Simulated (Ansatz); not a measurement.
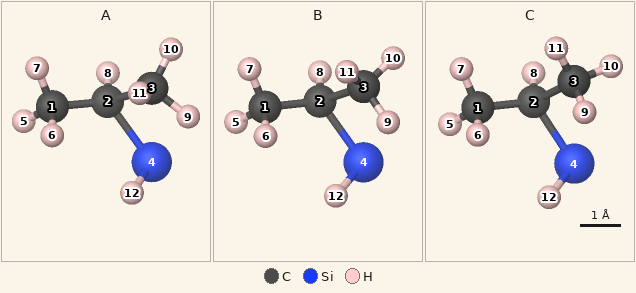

3 geometries from a converged minimum-energy path of C3H8Si, shuffled. A ball-and-stick model, seen at a tilt.

Method: RKS PBE-D4/def2-SVP in Ansatz. Run with 7 movable images; climbing image; force threshold 0.03 eV/Å; iteration limit 60; starting path by image-dependent pair potential.

Question: Which frame is the transition state?

Answer: C. In order along the path, whose images run from 0 to 8: C (image 4, +11.3 kJ/mol), B (image 6, +5.4 kJ/mol), A (image 8, 0.0 kJ/mol). The motion is a rotation about the C2–C3 bond by about 120°. No bond forms or breaks between the ends. Among the angles between lasting bonds that change up to the highest image: C3–C2–Si4 83.3° → 94.3°, H10–C3–H11 100.7° → 107.2°.

The run took 73 s on 2 threads of Intel(R) Xeon(R) Platinum 8375C CPU @ 2.90GHz (Ice Lake), on a shared host, peak memory 0.16 GiB.
